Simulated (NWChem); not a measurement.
# C3H10Si (trimethylsilane): levels of theory compared

We compute a comparison of 5 runs (r2SCAN/cc-pVDZ, BLYP/cc-pVDZ, PBE/cc-pVDZ, TPSS/cc-pVDZ, revPBE/cc-pVDZ) of C3H10Si (trimethylsilane). 

The results are computed with NWChem 7.3.0.

## 1. Starting point

C3H10Si has 14 atoms, charge 0, and is taken as a singlet. SMILES: `C[SiH](C)C`. One bond was lengthened or shortened from a relaxed shape.

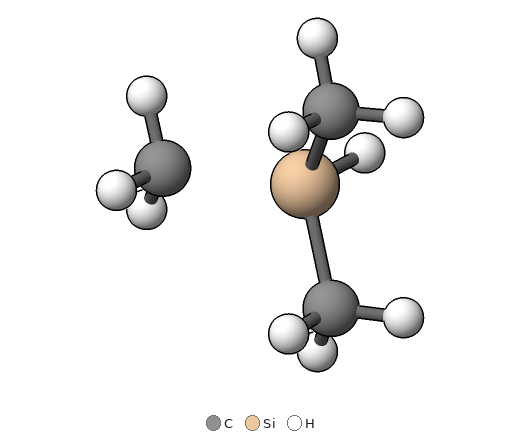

Viewed from a chosen angle; carbon grey, silicon light orange, hydrogen white.

## 2. A single-point energy at r2SCAN/cc-pVDZ (run 1)

geom.nw reads:

```
start geom
memory total 2200 mb

geometry units au noautosym nocenter noautoz
C   -1.98324300   2.35678516  -2.35547936
Si  -0.64023921  -0.02759000   0.65932544
C    2.34212656   1.29276164   2.03674682
C   -0.09694295  -3.31968188  -0.52458797
H   -3.74314494   1.62848472  -3.15388865
H   -2.34059021   4.27693588  -1.68405967
H   -0.59391635   2.46771209  -3.88143321
H   -2.60687719  -0.11206076   2.68416699
H    3.83425431   1.38611411   0.61000359
H    3.02696331   0.11999761   3.59274731
H    2.04430572   3.20138503   2.76712596
H   -1.83076667  -4.12716186  -1.30353308
H    1.33584740  -3.33971298  -2.01388113
H    0.55161106  -4.56009811   0.99399594
end

basis spherical bse
* library cc-pVDZ
end

dft
xc r2scan
grid fine
convergence energy 1e-08
maxiter 100
mulliken
print low
end

task dft energy
```

Started as:

```console
$ nwchem geom.nw > geom.out
```

The log of the run:

```text
[...]
 d= 0,ls=0.0,diis     1   -409.7008152965 -5.79D+02  4.55D-03  2.73D-01     5.6
[...]
 d= 0,ls=0.0,diis     8   -409.7310083955  1.34D-09  2.18D-06  1.06D-07    36.1
         Total DFT energy =     -409.731008395462
      One electron energy =     -898.014671981906
           Coulomb energy =      359.492840810852
    Exchange-Corr. energy =      -40.802996212890
 Nuclear repulsion energy =      169.593818988482
[...]
      Total Density - Mulliken Population Analysis
     ---------------------------------------------
    Atom       Charge   Shell Charges
 -----------   ------   -------------------------------------------------------
    1 C    6     6.31   2.01  0.65  0.55  2.03  1.05  0.02
    2 Si  14    13.61   2.00  2.02  0.76  0.34  6.01  1.45  0.71  0.32
    3 C    6     6.24   2.01  0.65  0.48  2.10  0.98  0.02
    4 C    6     6.24   2.01  0.65  0.48  2.10  0.98  0.02
    5 H    1     0.95   0.73  0.18  0.03
    6 H    1     0.95   0.73  0.18  0.03
    7 H    1     0.95   0.74  0.18  0.03
    8 H    1     1.08   0.73  0.33  0.01
    9 H    1     0.95   0.74  0.18  0.03
   10 H    1     0.95   0.74  0.18  0.04
[...]
```

Wall time 37 s (1 thread of Intel Xeon 6975P-C (Granite Rapids), shared host); peak memory 0.13 GiB.

## 3. The energy at BLYP/cc-pVDZ (run 2)

work.nw reads:

```
start work
title "C3H10Si"
memory total 2200 mb
charge 0

geometry noautosym nocenter noautoz
   C    -1.049487    1.247157   -1.246466
   Si   -0.338800   -0.014600    0.348900
   C     1.239400    0.684100    1.077800
   C    -0.051300   -1.756700   -0.277600
   H    -1.980787    0.861757   -1.668966
   H    -1.238587    2.263257   -0.891166
   H    -0.314287    1.305857   -2.053966
   H    -1.379500   -0.059300    1.420400
   H     2.029000    0.733500    0.322800
   H     1.601800    0.063500    1.901200
   H     1.081800    1.694100    1.464300
   H    -0.968800   -2.184000   -0.689800
   H     0.706900   -1.767300   -1.065700
   H     0.291900   -2.413100    0.526000
end

basis spherical bse
   * library cc-pVDZ
end

dft
   xc becke88 lyp
   mult 1
   grid fine
   convergence energy 1e-08
   maxiter 100
   mulliken
   noprint "final vectors analysis"
end

task dft energy
```

Started as:

```console
$ nwchem work.nw > work.out
```

The log of the run:

```text
[...]
          Wavefunction type:  closed shell.
          No. of atoms     :    14
          No. of electrons :    42
[...]
          Charge           :     0
          Spin multiplicity:     1
[...]
          AO basis - number of functions:   110
[...]
              XC Information
              --------------
                    Becke 1988 Exchange Functional  1.000
              Lee-Yang-Parr Correlation Functional  1.000
[...]
 d= 0,ls=0.0,diis     1   -409.6923857640 -5.79D+02  6.45D-03  3.70D-01     4.6
[...]
 d= 0,ls=0.0,diis    10   -409.7321606862 -4.97D-10  1.71D-07  8.32D-10    37.5
         Total DFT energy =     -409.732160686171
      One electron energy =     -897.957944070995
           Coulomb energy =      359.433209927999
    Exchange-Corr. energy =      -40.801257701842
 Nuclear repulsion energy =      169.593831158667
[...]
      Total Density - Mulliken Population Analysis
     ---------------------------------------------
    Atom       Charge   Shell Charges
 -----------   ------   -------------------------------------------------------
    1 C    6     6.17   2.02  0.66  0.49  2.07  0.92  0.02
    2 Si  14    13.72   2.00  2.03  0.79  0.35  6.01  1.46  0.77  0.31
    3 C    6     6.09   2.02  0.66  0.41  2.14  0.84  0.02
    4 C    6     6.09   2.02  0.66  0.41  2.14  0.84  0.02
    5 H    1     0.98   0.74  0.21  0.03
    6 H    1     0.98   0.74  0.21  0.03
    7 H    1     0.99   0.74  0.21  0.03
    8 H    1     1.09   0.74  0.34  0.01
    9 H    1     0.98   0.74  0.21  0.03
   10 H    1     0.98   0.74  0.21  0.03
[...]
```

It took 38 s on 1 thread of Intel Xeon 6975P-C (Granite Rapids), shared host; peak memory 0.13 GiB.

Runs 3 to 4 aren't shown in full; the table further down has their settings and results.

## 4. A single-point energy at revPBE/cc-pVDZ (run 5)

c3h10si.nw reads:

```
start c3h10si
title "C3H10Si revPBE"
memory total 2200 mb
charge 0

geometry noautosym nocenter noautoz
  C       -1.049487       1.247157      -1.246466
  Si      -0.338800      -0.014600       0.348900
  C        1.239400       0.684100       1.077800
  C       -0.051300      -1.756700      -0.277600
  H       -1.980787       0.861757      -1.668966
  H       -1.238587       2.263257      -0.891166
  H       -0.314287       1.305857      -2.053966
  H       -1.379500      -0.059300       1.420400
  H        2.029000       0.733500       0.322800
  H        1.601800       0.063500       1.901200
  H        1.081800       1.694100       1.464300
  H       -0.968800      -2.184000      -0.689800
  H        0.706900      -1.767300      -1.065700
  H        0.291900      -2.413100       0.526000
end

basis spherical bse
  * library cc-pVDZ
end

dft
  xc revpbe cpbe96
  mult 1
  grid fine
  convergence energy 1e-08
  iterations 100
  mulliken
  noprint "final vectors analysis"
end

task dft
```

Started as:

```console
$ nwchem c3h10si.nw > c3h10si.out
```

The log of the run:

```text
[...]
          Wavefunction type:  closed shell.
          No. of atoms     :    14
          No. of electrons :    42
[...]
          Charge           :     0
          Spin multiplicity:     1
[...]
          AO basis - number of functions:   110
[...]
              XC Information
              --------------
                        RevPBE Exchange Functional  1.000
            Perdew 1991 LDA Correlation Functional  1.000 local
           PerdewBurkeErnz. Correlation Functional  1.000 non-local
[...]
 d= 0,ls=0.0,diis     1   -409.7004645014 -5.79D+02  5.65D-03  3.34D-01     4.7
[...]
 d= 0,ls=0.0,diis    10   -409.7368311755 -3.37D-10  1.37D-07  5.25D-10    37.4
         Total DFT energy =     -409.736831175525
      One electron energy =     -898.048315254005
           Coulomb energy =      359.523097074859
    Exchange-Corr. energy =      -40.805444155045
 Nuclear repulsion energy =      169.593831158667
[...]
      Total Density - Mulliken Population Analysis
     ---------------------------------------------
    Atom       Charge   Shell Charges
 -----------   ------   -------------------------------------------------------
    1 C    6     6.24   2.01  0.65  0.53  2.05  0.98  0.02
    2 Si  14    13.70   2.00  2.03  0.78  0.36  6.01  1.47  0.74  0.31
    3 C    6     6.17   2.02  0.65  0.46  2.12  0.90  0.02
    4 C    6     6.17   2.02  0.65  0.46  2.12  0.90  0.02
    5 H    1     0.96   0.74  0.19  0.03
    6 H    1     0.96   0.74  0.19  0.03
    7 H    1     0.97   0.74  0.19  0.03
    8 H    1     1.07   0.73  0.33  0.01
    9 H    1     0.96   0.74  0.19  0.03
   10 H    1     0.96   0.74  0.18  0.03
[...]
```

Wall time 38 s (1 thread of Intel Xeon 6975P-C (Granite Rapids), shared host); peak memory 0.13 GiB.

## 5. All runs side by side

```csv
run,level,energy (Eh),wall time
1,r2SCAN/cc-pVDZ,-409.731008,37 s
2,BLYP/cc-pVDZ,-409.732161,38 s
3,PBE/cc-pVDZ,-409.498740,38 s
4,TPSS/cc-pVDZ,-409.888198,36 s
5,revPBE/cc-pVDZ,-409.736831,38 s
```

## 6. What came out

| quantity | value |
| --- | --- |
| run 5: total energy | -409.73683 Eh |
| run 5: dipole moment | 0.76 D |

What this shows: Over runs 2, 3, 4, 5 the dipole moment (its size) runs from 0.74 D (TPSS/cc-pVDZ) to 0.77 D (PBE/cc-pVDZ). Totals of different functionals can't be ranked against each other. All runs together took 3.1 min, the longest 38 s.
